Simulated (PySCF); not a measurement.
## Run report: C₅H₆S, excited-state calculation

The run: excited-state calculation of C₅H₆S, SMILES C#CC(=C)SC. Method and program: TDDFT PBE0/def2-SVPD, vertical, gas phase, core orbitals frozen in the response (PySCF 2.14.0).

The geometry comes from this level: GFN2-xTB, MD frame at 425 fs, 600 K. It belongs to a series of runs on one base structure; here: MD frame at 425 fs, 600 K.

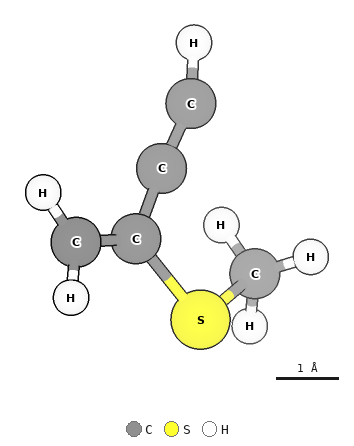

Figure 1. The structure as given in the input (ball-and-stick view, seen at an oblique angle). Bond lengths as drawn: C–C 1.20 to 1.38 Å, C–H 1.03 to 1.13 Å and C–S 1.77 to 1.79 Å.

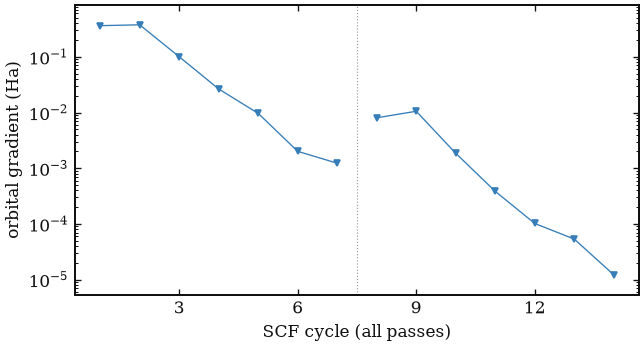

Figure 2. Convergence of the self-consistent field: orbital gradient against the SCF cycle. The dotted line marks the change from a coarse to the final integration grid. The first 7 cycles use a coarse grid, the final grid takes over at cycle 8, and the field converges after 14 cycles in all.

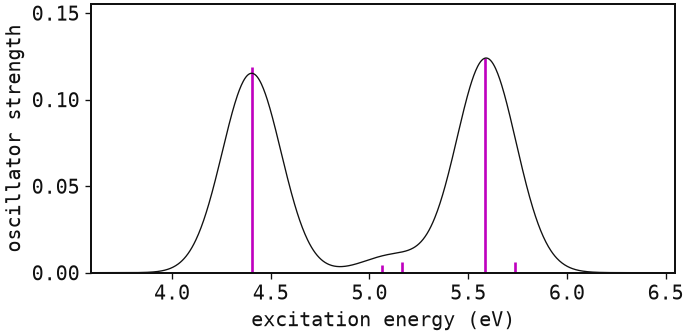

Figure 3. Computed excitations as sticks (degenerate states added up, dark ones marked on the axis), with a Gaussian envelope of 0.35 eV full width at half maximum, scaled to the tallest. Of the 5 states the lowest lies at 4.40 eV (f = 0.119); the strongest line is at 5.59 eV, or 222 nm (f = 0.124).

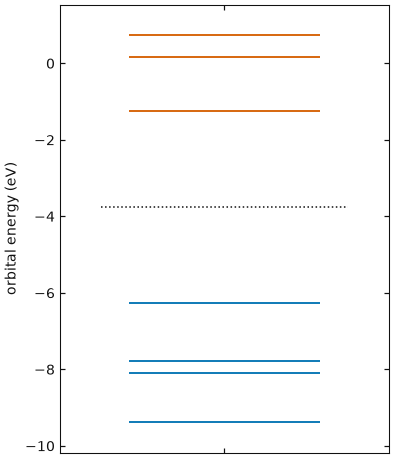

Figure 4. Orbital energies near the frontier; the dotted line parts filled from empty levels, and levels within 0.02 eV of each other stand side by side. Highest filled −6.26 eV, lowest empty −1.24 eV, 5.02 eV apart.

These pictures come from the run below.

## Input file
```
{"job": {"kind": "uv", "xc": "PBE0", "basis": "def2-SVPD", "nstates": 5, "ntriplets": 0}, "charge": 0, "multiplicity": 1}
C     -1.686700     2.058900     1.190300
C     -1.513500     0.923000     0.840500
C     -1.276000    -0.432100     0.753000
C     -2.134200    -1.400000     1.132600
S      0.388700    -0.592000     0.111600
C      0.825600     1.058500    -0.362400
H     -2.163400     3.013400     1.276200
H     -3.062500    -1.238000     1.548200
H     -1.745400    -2.371800     1.175400
H      1.310500     0.810900    -1.347000
H      1.376500     1.424800     0.426900
H     -0.025200     1.616900    -0.583600
```

The first line tells a small driver script what to run in PySCF; the rest is the geometry in Å.

Launched with:
```bash
OMP_NUM_THREADS=1 python <driver script> task.json out
```

## The program's output
```
coarse grid: 10776 points
cycle   1  E = -591.4610553635  dE =  8.804e-01  |g| = 3.629e-01  |ddm| = 8.281e+00
cycle   2  E = -591.4594652476  dE =  1.590e-03  |g| = 3.758e-01  |ddm| = 1.711e+00
cycle   3  E = -591.4937887127  dE = -3.432e-02  |g| = 1.004e-01  |ddm| = 8.139e-01
cycle   4  E = -591.4965673261  dE = -2.779e-03  |g| = 2.650e-02  |ddm| = 2.329e-01
cycle   5  E = -591.4967485448  dE = -1.812e-04  |g| = 9.660e-03  |ddm| = 9.556e-02
cycle   6  E = -591.4967743664  dE = -2.582e-05  |g| = 2.011e-03  |ddm| = 3.515e-02
cycle   7  E = -591.4967750142  dE = -6.478e-07  |g| = 1.231e-03  |ddm| = 5.151e-03
final grid: 100024 points
cycle   8  E = -591.5637990614  dE = -2.414e-05  |g| = 8.049e-03  |ddm| = 1.296e-01
cycle   9  E = -591.5637855501  dE =  1.351e-05  |g| = 1.054e-02  |ddm| = 3.140e-02
cycle  10  E = -591.5638156404  dE = -3.009e-05  |g| = 1.856e-03  |ddm| = 1.929e-02
cycle  11  E = -591.5638165135  dE = -8.731e-07  |g| = 3.848e-04  |ddm| = 3.765e-03
cycle  12  E = -591.5638165524  dE = -3.881e-08  |g| = 1.020e-04  |ddm| = 1.019e-03
cycle  13  E = -591.5638165546  dE = -2.248e-09  |g| = 5.345e-05  |ddm| = 2.679e-04
cycle  14  E = -591.5638165554  dE = -8.265e-10  |g| = 1.220e-05  |ddm| = 1.257e-04
converged SCF energy = -591.5638165554

Static polarisability (au): isotropic 81.951, principal 53.151 89.400 103.302

Singlet excitations
state   eV       nm        f      main configurations
  1   4.4031    281.6   0.11885   H->L 0.92
  2   5.0652    244.8   0.00460   H->L+1 0.87
  3   5.1636    240.1   0.00645   H-2->L 0.90
  4   5.5865    221.9   0.12402   H-1->L 0.74, H-2->L+1 0.14
  5   5.7357    216.2   0.00623   H->L+3 0.78, H->L+2 0.11
```

## Results in brief

| quantity | value |
| --- | --- |
| outcome | converged |
| total energy | −591.563817 hartree |
| HOMO | −6.26 eV |
| LUMO | −1.24 eV |
| dipole moment | 1.46 D |
| mean polarisability | 81.95 a.u. |
| lowest excitation | 4.40 eV |
| hardware | 1 CPU thread, shared host |
| wall time | 14 s |
| peak memory | 0.76 GiB |
